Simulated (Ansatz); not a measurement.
# BSiH2F (SMILES B[Si]F) at U-wB97X/STO-3G

Aim: the electronic atomisation energy of BSiH2F at U-wB97X/STO-3G, from 5 runs. 

The calculation is run with Ansatz 0.2.0.

63 further runs of the same task are left out: 3 that didn't finish, 60 set aside as unsound or not needed.

## (1) The system as given

BSiH2F has 5 atoms, charge 0, and is taken as a triplet. As SMILES, `B[Si]F`. The shape is that of a GFN2-xTB optimisation.

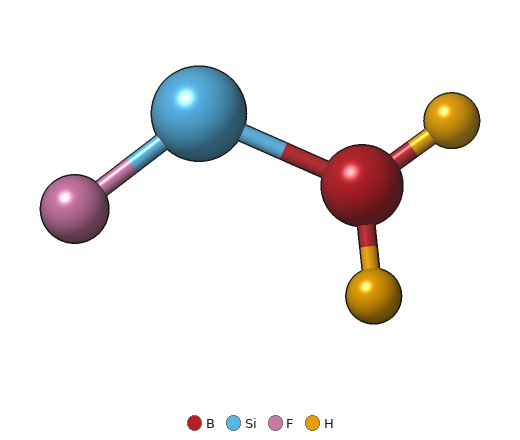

The structure, seen from a chosen angle (boron red, silicon blue, fluorine pink, hydrogen amber).

## (2) A single-point energy at U-wB97X/STO-3G

job.yaml

```yaml
crystal:
  periodic: [false, false, false]
  atoms:
    - {symbol: B, position_ang: [0.234950, 0.685700, -0.124130]}
    - {symbol: Si, position_ang: [-0.890020, -0.807470, -0.293660]}
    - {symbol: F, position_ang: [-0.519870, -2.176130, 0.558950]}
    - {symbol: H, position_ang: [-0.000350, 1.667090, -0.717680]}
    - {symbol: H, position_ang: [1.175290, 0.630810, 0.576520]}
basis:
  gaussian:
    orbitals: STO-3G
magnetization:
  spin_polarized: true
  initial_magnetization: 2
hamiltonian:
  xc: {name: wB97X}
accuracy: high
```

Started as:

```bash
$ ansatz run job.yaml --threads 1 --pin off --max-ram 2610MiB --events-out events.jsonl --progress --plain --runs-dir runs
```

Output:

```text
Warning: RAYON_NUM_THREADS=1 ignored (pool sized by the plan → 1); use --threads N
Functional definition: wB97X
  name "wB97X"
  parameter omega = 0.3/bohr
  parameter cx = 0.157706
  parameter cx1 = 0.726479
  parameter cx2 = 1.04760
  parameter cx3 = -5.70635
  parameter cx4 = 13.2794
  parameter css1 = -4.33879
  parameter css2 = 18.2308
  parameter css3 = -31.7430
  parameter css4 = 17.2901
  parameter cos1 = 2.37031
  parameter cos2 = -11.3995
  parameter cos3 = 6.58405
  parameter cos4 = -3.78132
  exchange = spin_sum(e_x_unif_sr(omega)*poly(b97_u_x, 1 - cx, cx1, cx2, cx3, cx4)) + cx*exact_x_sr(omega)
      + exact_x_lr(omega)
  correlation = spin_sum(e_c_pw_same_spin*poly(b97_u_same, 1, css1, css2, css3, css4))
      + integral(e_c_pw_opposite_spin*poly(b97_u_opposite, 1, cos1, cos2, cos3, cos4))
380 factors; integrals over basis functions are off by at most 1.0e-8 eV
155 factors; integrals over basis functions are off by at most 1.3e-9 eV
mean field evaluation 1: about -11158.7455 eV, gradient 1.3e1 eV
mean field evaluation 2: about -11159.2673 eV, gradient 1.3e1 eV
mean field evaluation 4: about -11160.3161 eV, gradient 6.3e-1 eV
mean field evaluation 8: about -11160.2940 eV, gradient 5.5e-2 eV
mean field evaluation 16: about -11160.2941 eV, gradient 1.4e-5 eV
mean field -11160.29409514 eV, -410.1332432775 hartree, gradient 6.6e-8 eV, S^2 2.002774; 0 other end points of the search recorded, 0 dependent functions left out
reference -11160.29409383 eV, -410.1332432293 hartree; 16, 14 occupied and 5, 7 virtual orbitals, 380 factors
Total energy: -11160.29409383 eV, -410.1332432293 hartree
```

Run time: 9.9 s. Hardware: 1 thread of Arm Neoverse V1, shared host; peak memory 0.41 GiB.

## (3) The B atom at the same level

in.yaml

```yaml
crystal:
  periodic: [false, false, false]
  atoms:
    - symbol: B
      position_ang: [0.000000, 0.000000, 0.000000]
basis:
  gaussian: {orbitals: STO-3G}
magnetization: {spin_polarized: true, initial_magnetization: 1}
hamiltonian: {xc: {name: wB97X}}
accuracy: high
```

Started as:

```bash
$ ansatz run in.yaml --threads 1 --pin off --max-ram 2610MiB --events-out events.jsonl --progress --plain --runs-dir runs
```

Output:

```text
Warning: RAYON_NUM_THREADS=1 ignored (pool sized by the plan → 1); use --threads N
[... 17 set-up lines as earlier in the session ...]
      + exact_x_lr(omega)
[... 1 set-up line as earlier in the session ...]
      + integral(e_c_pw_opposite_spin*poly(b97_u_opposite, 1, cos1, cos2, cos3, cos4))
15 factors; integrals over basis functions are off by at most 8.9e-10 eV
15 factors; integrals over basis functions are off by at most 3.7e-10 eV
mean field evaluation 1: about -660.4516 eV, gradient 4.4e-10 eV
mean field evaluation 2: about -660.4515 eV, gradient 7.7e-10 eV
mean field -660.45154739 eV, -24.2711466966 hartree, gradient 0.0e0 eV, S^2 0.750000; 0 other end points of the search recorded, 0 dependent functions left out
reference -660.45154666 eV, -24.2711466698 hartree; 3, 2 occupied and 2, 3 virtual orbitals, 15 factors
Total energy: -660.45154666 eV, -24.2711466698 hartree
```

Wall time 0.73 s (1 thread of Arm Neoverse V1, shared host); peak memory 0.13 GiB.

## (4) The F atom, same level

run.yaml

```yaml
basis:
  gaussian: {orbitals: STO-3G}
crystal:
  periodic: [false, false, false]
  atoms:
    - {symbol: F, position_ang: [0.000000, 0.000000, 0.000000]}
magnetization: {spin_polarized: true, initial_magnetization: 1}
hamiltonian: {xc: {name: wB97X}}
accuracy: high
```

Started as:

```bash
$ ansatz run run.yaml --threads 1 --pin off --max-ram 2610MiB --events-out events.jsonl --progress --plain --runs-dir runs
```

Output:

```text
Warning: RAYON_NUM_THREADS=1 ignored (pool sized by the plan → 1); use --threads N
[... 17 set-up lines as earlier in the session ...]
      + exact_x_lr(omega)
[... 1 set-up line as earlier in the session ...]
      + integral(e_c_pw_opposite_spin*poly(b97_u_opposite, 1, cos1, cos2, cos3, cos4))
15 factors; integrals over basis functions are off by at most 1.2e-9 eV
14 factors; integrals over basis functions are off by at most 9.1e-10 eV
mean field evaluation 1: about -2674.1387 eV, gradient 1.1e-10 eV
mean field evaluation 2: about -2674.1390 eV, gradient 3.6e-10 eV
mean field -2674.13901820 eV, -98.2727963222 hartree, gradient 0.0e0 eV, S^2 0.750000; 0 other end points of the search recorded, 0 dependent functions left out
reference -2674.13901798 eV, -98.2727963143 hartree; 5, 4 occupied and 0, 1 virtual orbitals, 15 factors
Total energy: -2674.13901798 eV, -98.2727963143 hartree
```

Wall time 0.75 s (1 thread of Arm Neoverse V1, shared host); peak memory 0.13 GiB.

## (5) The H atom

job.yaml

```yaml
crystal:
  periodic: [false, false, false]
  atoms:
    - {symbol: H, position_ang: [0.000000, 0.000000, 0.000000]}
basis:
  gaussian:
    orbitals: STO-3G
magnetization:
  spin_polarized: true
  initial_magnetization: 1
hamiltonian:
  xc: {name: wB97X}
accuracy: high
```

Run the same way, it converges to -0.46692 Eh (log not shown).

## (6) The Si atom

molecule.yaml

```yaml
crystal:
  periodic: [false, false, false]
  atoms:
    - symbol: Si
      position_ang: [0.000000, 0.000000, 0.000000]
basis:
  gaussian:
    orbitals: STO-3G
magnetization:
  spin_polarized: true
  initial_magnetization: 2
hamiltonian:
  xc: {name: wB97X}
accuracy: high
```

Started as:

```bash
$ ansatz run molecule.yaml --threads 1 --pin off --max-ram 2610MiB --events-out events.jsonl --progress --plain --runs-dir runs
```

Output:

```text
Warning: RAYON_NUM_THREADS=1 ignored (pool sized by the plan → 1); use --threads N
[... 17 set-up lines as earlier in the session ...]
      + exact_x_lr(omega)
[... 1 set-up line as earlier in the session ...]
      + integral(e_c_pw_opposite_spin*poly(b97_u_opposite, 1, cos1, cos2, cos3, cos4))
42 factors; integrals over basis functions are off by at most 2.5e-9 eV
29 factors; integrals over basis functions are off by at most 4.1e-10 eV
mean field evaluation 1: about -7780.6430 eV, gradient 2.7e-1 eV
mean field evaluation 2: about -7780.6432 eV, gradient 1.8e-2 eV
mean field evaluation 4: about -7780.6429 eV, gradient 1.2e-3 eV
mean field evaluation 8: about -7780.6429 eV, gradient 7.7e-8 eV
mean field -7780.64291389 eV, -285.9333531761 hartree, gradient 3.1e-9 eV, S^2 2.000001; 0 other end points of the search recorded, 0 dependent functions left out
reference -7780.64291330 eV, -285.9333531547 hartree; 8, 6 occupied and 1, 3 virtual orbitals, 42 factors
Total energy: -7780.64291330 eV, -285.9333531547 hartree
```

Wall time 1.7 s (1 thread of Arm Neoverse V1, shared host); peak memory 0.18 GiB.

## (7) Outcome

Level: U-wB97X/STO-3G.

```
                     quantity          value
       molecule: total energy  -410.13324 Eh
               molecule: ⟨S²⟩          2.003
         B atom: total energy   -24.27115 Eh
                 B atom: ⟨S²⟩          0.750
         F atom: total energy   -98.27280 Eh
                 F atom: ⟨S²⟩          0.750
         H atom: total energy    -0.46692 Eh
                 H atom: ⟨S²⟩          0.750
        Si atom: total energy  -285.93335 Eh
                Si atom: ⟨S²⟩          2.000
electronic atomisation energy      19.649 eV
```

What this shows: Taking the molecule apart into free atoms costs 19.65 eV (1896 kJ/mol), before zero-point energy and without spin-orbit coupling. In a minimal basis such a difference can be off by several eV, whatever the method.
